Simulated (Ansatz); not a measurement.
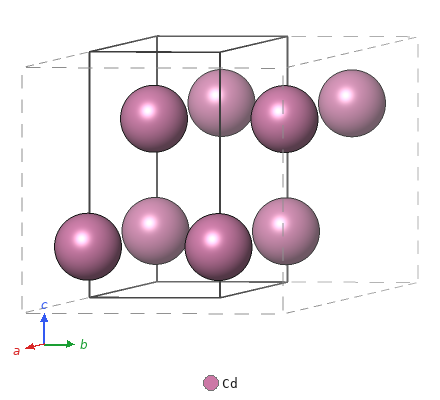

Cd (P6_3/mmc, No. 194): the end point of a relaxation at fixed volume with Ansatz, DFT r2SCAN, scalar-relativistic, plane waves, PAW.

```
CELL_PARAMETERS angstrom
3.00487 0.00000 0.00000
-1.50243 2.60229 0.00000
0.00000 0.00000 5.71254
ATOMIC_POSITIONS crystal
Cd 0.33333 0.66667 0.75000
Cd 0.66667 0.33333 0.25000
```

What will a HAADF-like image along [100] show? The image is simulated as a sum over atoms of Z^1.7, blurred by a 1.30 Å probe (no channelling). The display is stretched by a gamma of 0.8; percentages refer to the linear signal. The speckle of an amorphous layer was added.

The columns repeat on a rectangular net of 2.60 × 5.71 Å (plane group p2mg). All columns are alike (Cd). The shortest distance between visible columns is 2.60 Å in projection. Along the beam the structure repeats every 3.00 Å.

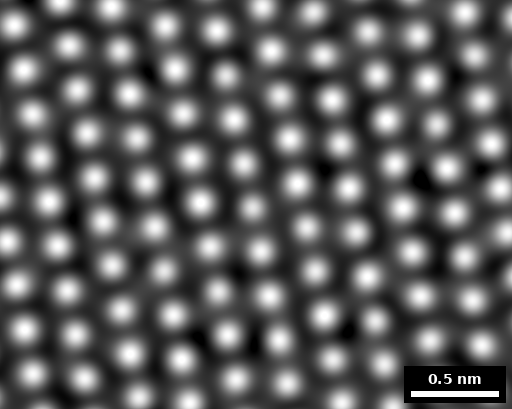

The simulated image.
